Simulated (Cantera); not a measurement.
Input: 1 mol Fe2O3, 0.65 mol Cl2, 0.87 mol O2, 0.00023 mol H2, held at 0.980 bar.

Equilibrium computed with Cantera from the NASA thermochemical tables; the gas is ideal and each condensed phase is pure. Candidate condensed phases: Fe, FeCl2, FeCl3, FeO, Fe(OH)2, Fe(OH)3, Fe2O3, Fe3O4, H2O; 22 gas species. Condensed phases not in the tables: FeOCl. Rates play no part.

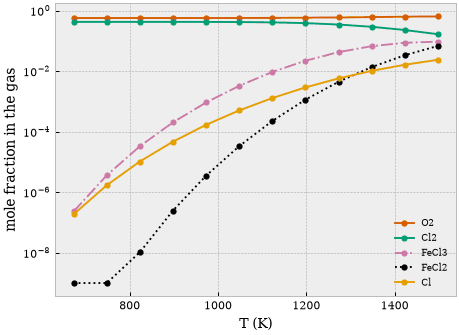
Figure. Equilibrium gas composition (values under 1e-9 drawn at 1e-9)

Question: Read off the mole fractions at 1498 K.

Answer: O2 about 0.65, Cl2 about 0.17, FeCl3 about 0.095, FeCl2 about 0.069, Cl about 0.024.
